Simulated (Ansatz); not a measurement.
# Run report: AlBNH₅O, single-point calculation

AlBNH₅O, SMILES B[O][AlH][NH2], computed with RKS wB97X-V/def2-TZVPP (Ansatz 0.2.0).

The geometry comes from this level: PBE0-D4/def2-TZVP.

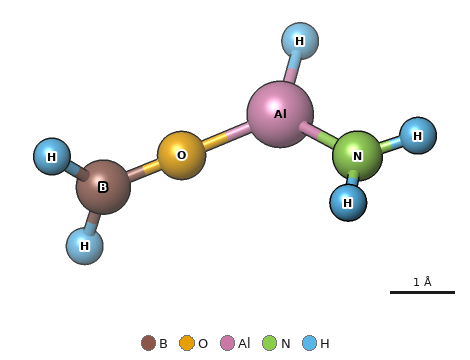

Figure 1. The input geometry (ball-and-stick view, seen at a tilt). Sticks mark near contacts.

**Input file**
```yaml
crystal:
  periodic: [false, false, false]
  atoms:
    - {symbol: B, position_ang: [-1.965254, 0.694372, 0.564683]}
    - {symbol: O, position_ang: [-0.698374, 0.292745, 0.495386]}
    - {symbol: Al, position_ang: [0.906805, -0.220068, 0.427122]}
    - {symbol: N, position_ang: [1.570040, -0.660516, -1.140749]}
    - {symbol: H, position_ang: [-2.227901, 1.865724, 0.451985]}
    - {symbol: H, position_ang: [-2.840762, -0.116433, 0.737597]}
    - {symbol: H, position_ang: [1.757401, -0.290211, 1.745436]}
    - {symbol: H, position_ang: [1.071665, -0.635209, -2.015170]}
    - {symbol: H, position_ang: [2.515081, -0.976803, -1.283490]}
basis:
  gaussian: {orbitals: def2-TZVPP}
hamiltonian: {xc: {name: wB97X-V}}
output: {orbitals: {seedname: orbitals}}
```

Machine: 2 threads of Arm Neoverse V1, 23 GiB of memory available, shared host.

Launched with:
```bash
ansatz run in.yaml --threads 2 --pin off --events-out ev --progress --plain --max-ram 4352MiB
```

**Output**
```
Functional definition: wB97X-V
  name "wB97X-V"
  cite "Mardirossian & Head-Gordon, Phys. Chem. Chem. Phys. 16, 9904 (2014) doi:10.1039/C3CP54374A"
  cite "Becke, J. Chem. Phys. 107, 8554 (1997) doi:10.1063/1.475007"
  cite "Vydrov & Van Voorhis, J. Chem. Phys. 133, 244103 (2010) doi:10.1063/1.3521275"
  parameter omega = 0.3/bohr
  parameter cx = 0.167
  parameter cx1 = 0.603
  parameter cx2 = 1.194
  parameter css0 = 0.556
  parameter css1 = -0.257
  parameter cos0 = 1.219
  parameter cos1 = -1.850
  parameter b = 6.0
  parameter c = 0.01
  exchange = spin_sum(e_x_unif_sr(omega)*poly(b97_u_x, 1 - cx, cx1, cx2)) + cx*exact_x_sr(omega) + exact_x_lr(omega)
  correlation = spin_sum(e_c_pw_same_spin*poly(b97_u_same, css0, css1))
      + integral(e_c_pw_opposite_spin*poly(b97_u_opposite, cos0, cos1)) + vv10(b, c)
1058 factors; their error is unknown
271 factors; integrals over basis functions are off by at most 1.4e-5 eV
mean field evaluation 1: about -10886.1731 eV, gradient 7.0e1 eV
mean field evaluation 2: about -10884.6307 eV, gradient 7.6e1 eV
mean field evaluation 4: about -10894.5665 eV, gradient 3.6e0 eV
mean field evaluation 8: about -10894.5948 eV, gradient 2.3e-2 eV
mean field evaluation 16: about -10894.6011 eV, gradient 6.7e-5 eV
mean field -10894.60112655 eV, -400.3692067747 hartree, gradient 6.7e-5 eV, S^2 0.000000; 0 other end points of the search recorded, 0 dependent functions left out
reference -10894.60112414 eV, -400.3692066863 hartree; 19, 19 occupied and 186, 186 virtual orbitals, 1058 factors
Total energy: -10894.60112414 eV, -400.3692066863 hartree
```

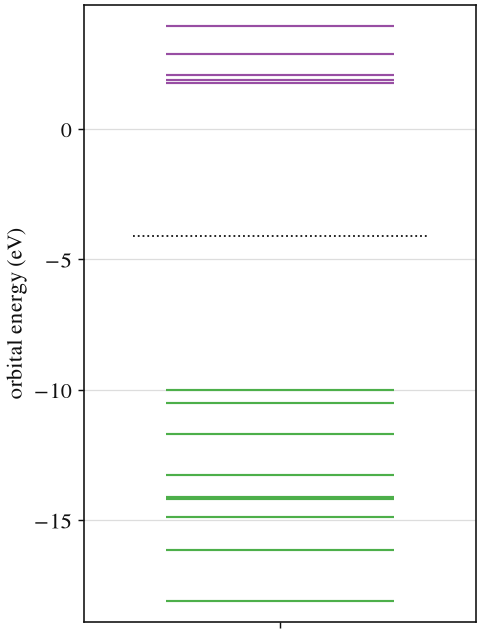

Figure 2. Orbital energies near the frontier; the dotted line parts filled from empty levels, and levels within 0.02 eV of each other stand side by side. Highest filled −10.00 eV, lowest empty 1.76 eV, 11.76 eV apart.

**Key numbers**

```json
{"quantity": "outcome", "value": "converged"}
{"quantity": "total energy", "value": "−10894.6011 eV"}
{"quantity": "SCF solution under orbital rotations", "value": "stable"}
{"quantity": "HOMO", "value": "−10.00 eV"}
{"quantity": "LUMO", "value": "1.76 eV"}
{"quantity": "wall time", "value": "9 s (CPU time 17 s)"}
{"quantity": "peak memory", "value": "0.46 GiB"}
```
